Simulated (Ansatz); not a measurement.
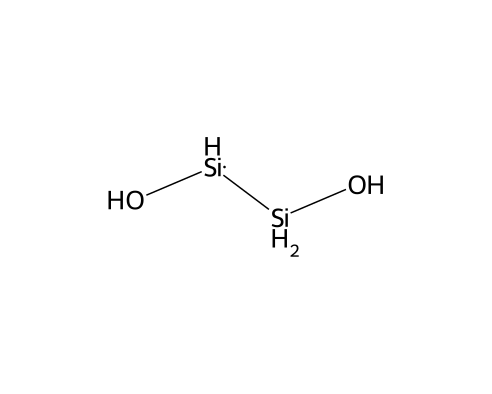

The drawing above gives the connectivity. Charge 0, doublet. The computed structure is the end point of a PBE0-D4/def2-TZVP optimisation. No frequency run is at hand to confirm it as a minimum.

What does the molecule look like in three dimensions?

It has 9 atoms: 5 hydrogen, 2 oxygen and 2 silicon (H5O2Si2). As SMILES it reads `O[SiH][SiH2]O`. It has no ring. Among its groups: Si–H bond, Si–O bond. This geometry has C1 symmetry. It is an open-shell species. Coordination: 2 O bent; 1 Si trigonal pyramidal; 1 Si tetrahedral.

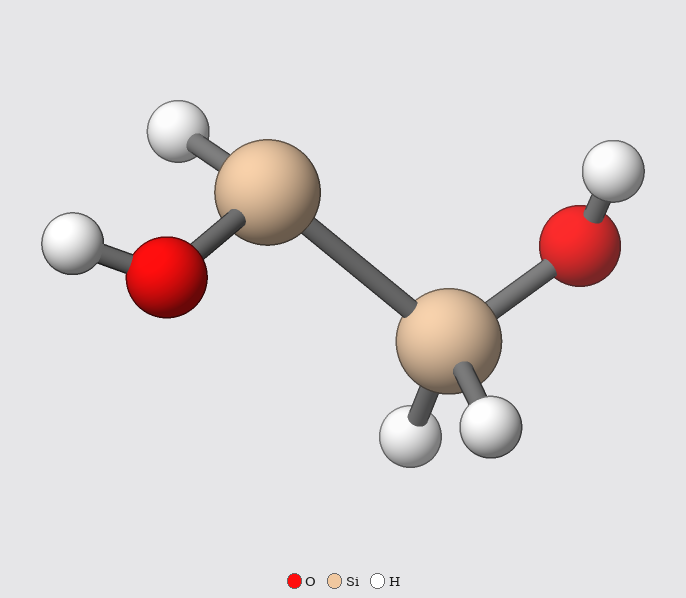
